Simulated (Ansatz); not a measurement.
The calculation's input:

```
crystal:
  periodic: [false, false, false]
  atoms:
    - { symbol: Hf, position_ang: [0.0, 0.0, 0.0] }
    - { symbol: F, position_ang: [0.0, 0.0, 2.33] }
    - { symbol: Cl, position_ang: [2.3764, 0.0, -0.8392] }
    - { symbol: Cl, position_ang: [-1.1869, 2.0563, -0.8392] }
    - { symbol: Cl, position_ang: [-1.1869, -2.0563, -0.8392] }
    - { symbol: O, position_ang: [-2.2491, 0.0, 0.7473] }
    - { symbol: Si, position_ang: [-3.489, -0.9102, 0.0716] }
    - { symbol: H, position_ang: [-2.9881, -2.2382, -0.2706] }
    - { symbol: H, position_ang: [-4.5811, -1.0354, 1.0325] }
    - { symbol: H, position_ang: [-3.977, -0.249, -1.1352] }
    - { symbol: H, position_ang: [-1.3253, 0.0, 1.9476] }
basis:
  gaussian: { orbitals: def2-SVP }
hamiltonian:
  xc: pbe
relax:
  f_tol: 0.15
  max_steps: 25
  restrain:
    - { distance: [0, 5], at: 3.27, k: 30.0 }
    - { distance: [10, 1], at: 2.12, k: 30.0 }
    - { distance: [0, 1], at: 1.98, k: 30.0 }
    - { distance: [10, 5], at: 1.01, k: 30.0 }
output:
  orbitals: {}
```

Run with:

```sh
ansatz run input.yaml --threads 4 --pin off --max-ram 5120MiB --backend cpu --events-out ev --progress --plain --runs-dir out
```

The fields are those of the run's last geometry, not of the input's.

Core potentials replace the inner electrons of Hf; not at a stationary point (largest force 1.0 eV/Å).

Computed with RKS PBE/def2-SVP in Ansatz.

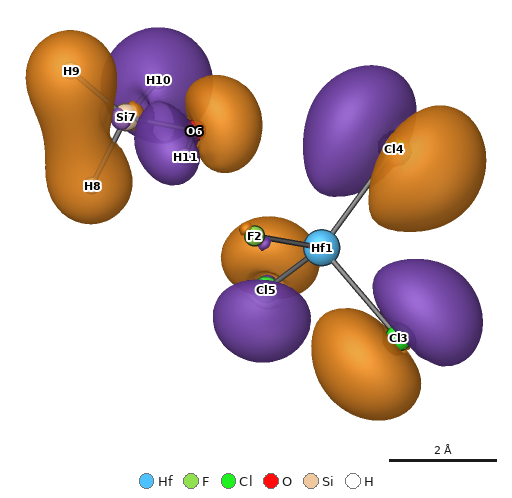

Cl3FHf···H4OSi. The HOMO−1 at ±0.06 Å⁻³ᐟ² (orange and purple are the two phases), seen at an oblique angle.

> What is the character of this orbital?

By Hirshfeld shares it lies mainly on Cl4 (about 35 %), Cl3 (about 20 %), O6 (about 10 %), Si7 (about 10 %), Cl5 (about 10 %) and H10 (about 5 %); largely a combination of lone pairs on Cl4, Cl3, O6 and Cl5. Its energy is −8.06 eV.
